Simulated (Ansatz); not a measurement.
## Electronic structure of B$_{6}$Cu (charge −1) in real space

```xyz
7

Cu   -2.6379    0.2824    0.1703
B    -0.4325    0.2342    0.0386
B     1.3693   -0.3206   -0.0982
B    -1.4085   -1.1482    0.0263
B     0.0962   -1.3757   -0.0729
B     2.2435    0.9768   -0.0823
B     0.7699    1.3510    0.0181
```

Geometry: PBE-D4/def2-SVPD.

Method: Ansatz 0.2.0, RKS PBE0-D4/def2-TZVPD.

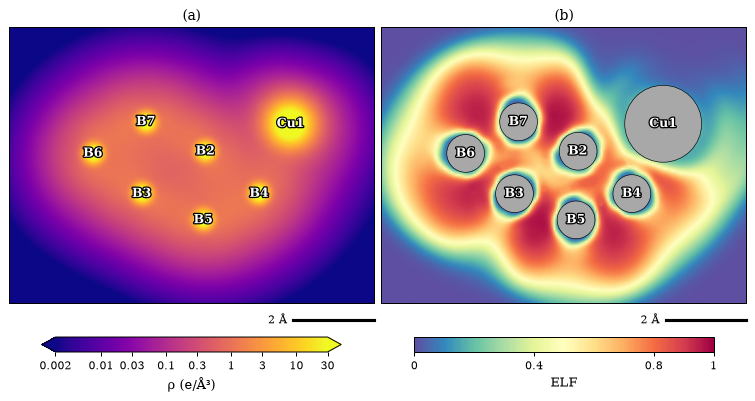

Figure 1. (a) electron density; (b) ELF on the molecular plane. Grey discs cover the atomic cores in the ELF map.

Read the bonding off the picture.

Answer. Atoms in the plane: Cu and B. B–B (1.52 Å): ρ at the midpoint is about 1.1 e/Å³; the ELF peaks at about 0.80 between the atoms, as expected for localised, covalent bonding. Cu–B (1.89 Å): the density is about 0.77 e/Å³ at the midpoint; the ELF peaks at about 0.65 in the valence shell of B, 0.7 Å from its nucleus, and is about 0.35 at the midpoint. B–B (1.56 Å): the density is about 1.1 e/Å³ at the midpoint; the ELF peaks at about 0.85 between the atoms; localised, covalent bonding. B–B (1.64 Å): the density is about 1 e/Å³ at the midpoint; the ELF peaks at about 0.90 between the atoms; a covalent bond. B–B (1.69 Å): ρ is about 0.91 e/Å³ halfway; the ELF peaks at about 0.80 between the atoms (localised, covalent bonding).

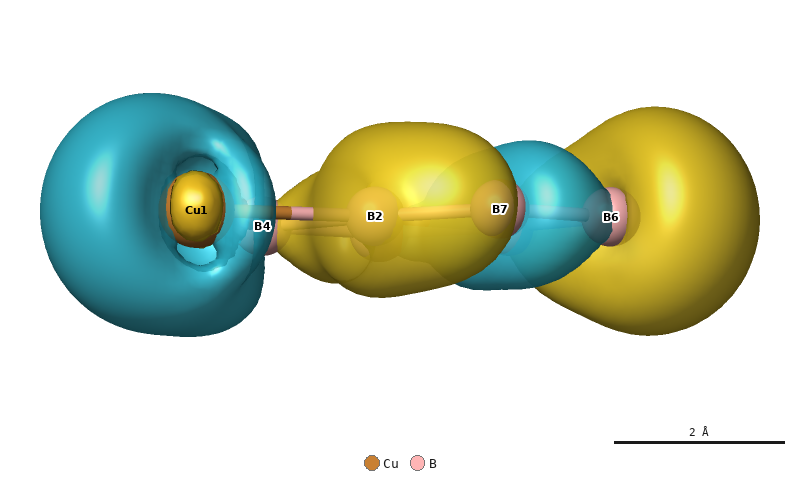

Figure 2. The HOMO−1 at ±0.08 Å⁻³ᐟ² (yellow and cyan are the two phases), seen from one side.

What is the character of this orbital?

Answer. By Hirshfeld shares it lies mainly on B6 (about 25 %), Cu1 (about 25 %), B4 (about 15 %), B7 (about 10 %), B3 (about 10 %) and B2 (about 10 %); it is symmetric in the molecular plane (an in-plane orbital: σ, lone-pair or in-plane π type). Its energy is −1.61 eV.

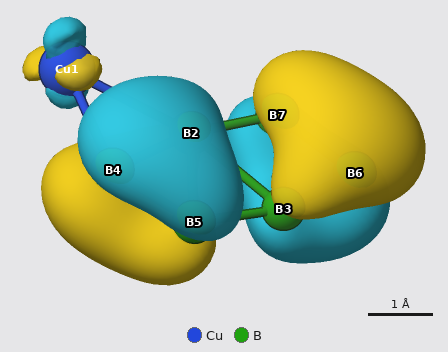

Figure 3. The HOMO at ±0.1 Å⁻³ᐟ² (yellow and cyan are the two phases), seen at a tilt.

What is the character of this orbital?

Answer. By Hirshfeld shares it lies mainly on B6 (about 25 %), B4 (about 20 %), B7 (about 15 %), B5 (about 15 %), B3 (about 10 %) and B2 (about 10 %); it changes sign across the molecular plane (π type); π-bonding across Cu1–B2, Cu1–B4, B2–B4 and B2–B5; π-antibonding (a node) across B2–B3, B2–B7 and B3–B5. Its energy is −0.89 eV.
